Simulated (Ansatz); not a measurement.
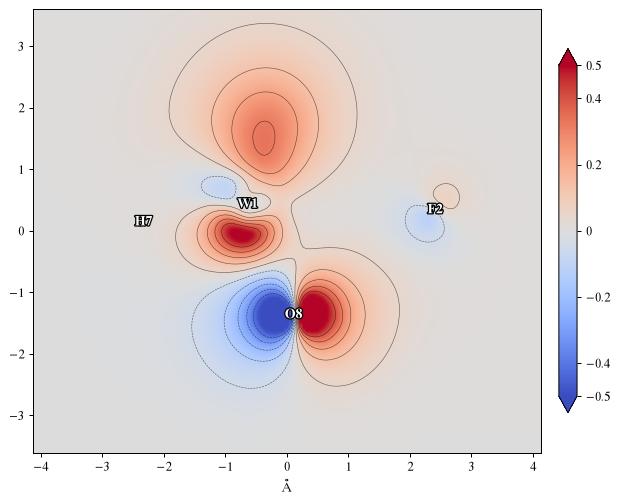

The picture shows: H$_{6}$OW···HF. The HOMO−1 on the plane of atoms H7, W1 and O8 (values in Å⁻³ᐟ²; the overall sign is arbitrary).

Core potentials replace the inner electrons of W.

All numbers below come from RKS PBE0/def2-SVP (Ansatz).

```yaml
atoms:
  - { symbol: W, position_ang: [0.2547, 0.2190, -0.3749] }
  - { symbol: F, position_ang: [0.1829, 0.2883, 2.6708] }
  - { symbol: H, position_ang: [1.3412, -0.7777, 0.3999] }
  - { symbol: H, position_ang: [-0.7128, 1.3109, 0.4168] }
  - { symbol: H, position_ang: [-1.3347, -0.2347, 0.0057] }
  - { symbol: H, position_ang: [-0.1755, -1.4115, -0.1776] }
  - { symbol: H, position_ang: [0.4874, 0.4644, -2.0619] }
  - { symbol: O, position_ang: [1.4977, 1.4795, 0.4349] }
  - { symbol: H, position_ang: [2.3901, 1.1267, 0.5541] }
  - { symbol: H, position_ang: [0.6208, 1.0628, 2.4148] }
```

Describe this orbital and give its energy.

Its weight (Hirshfeld) is mainly on W1 (about 30 %), O8 (about 25 %), H6 (about 15 %), H5 (about 10 %), H4 (about 10 %) and H3 (about 5 %). Its energy is −8.65 eV.
